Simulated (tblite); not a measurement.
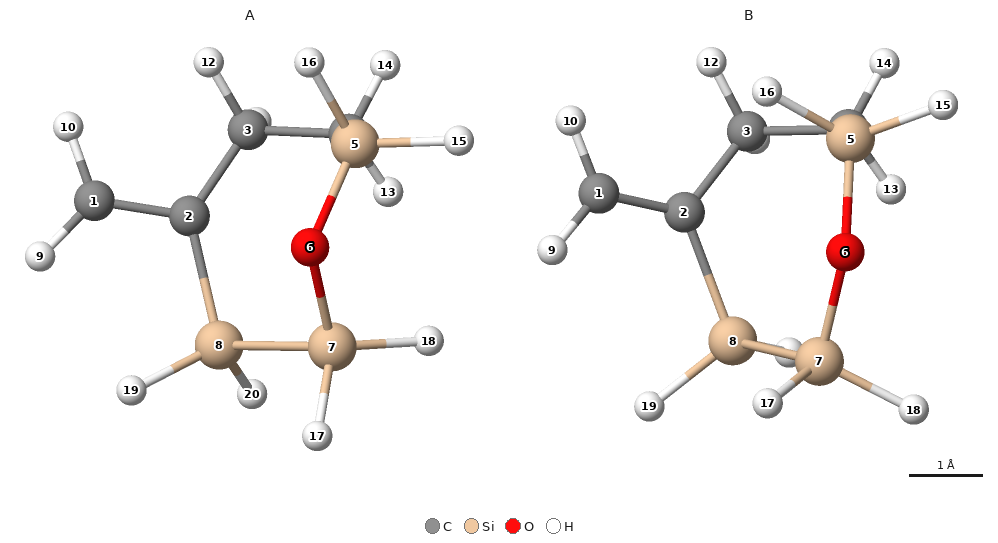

Two geometries of C4H12OSi3, drawn at one scale. One is the start of a relaxation, the other its converged end. A ball-and-stick model, seen at a tilt.

Theory: tblite, GFN2-xTB geometry optimisation, gas phase. 

Q: Which geometry has the lower energy?

A: Structure B is the relaxed one. Over 99 geometry steps the energy falls by 24.8 kcal/mol. The largest move after the best rigid fit is that of an H atom, 1.11 Å. Largest moves by element: H 1.11 Å, O 0.62 Å, C 0.61 Å, Si 0.34 Å. Among the contacts that change: O–Si 1.717 → 1.636 Å, Si–Si 2.237 → 2.313 Å, O–Si 1.698 → 1.623 Å, C–Si 1.844 → 1.906 Å. Among the angles between lasting bonds that change: Si–O–Si 112.6° → 145.1°, C–C–Si 133.3° → 119.1°, Si–Si–H 106.7° → 117.0°. Groups turn about O–Si by about 65°, O–Si by about 55°, Si–Si by about 55°. The run took 1.8 s on 1 thread of Arm Neoverse N1, with other jobs on the host.
